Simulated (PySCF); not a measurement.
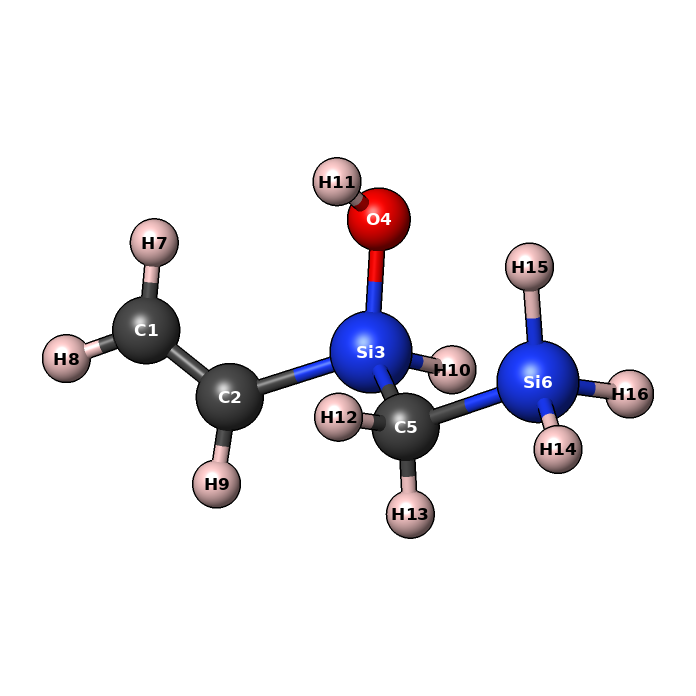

Every bond is drawn as one stick. Computed geometry: GFN2-xTB optimisation. No frequency run is at hand to confirm it as a minimum. Level of theory: PBE0/pcSseg-1 (PySCF 2.14.0).

**Which bond between heavy atoms has the highest Mayer bond order?**

C1–C2, 2.00, at a length of 1.324 Å.

List the Mayer bond orders of C1–C2, C2–Si3, Si3–O4, Si3–C5, C5–Si6 (bonds between heavy atoms, one of each equivalent set).

| bond | Mayer order | length (Å) |
| --- | --- | --- |
| C1–C2 | 2.00 | 1.324 |
| C2–Si3 | 0.86 | 1.890 |
| Si3–O4 | 1.01 | 1.630 |
| Si3–C5 | 0.87 | 1.905 |
| C5–Si6 | 0.92 | 1.897 |

The geometry is semi-empirical. Around Si such bond lengths and angles can be off by a tenth of an ångström or more and by several degrees, and values that hang on the shape move with them.
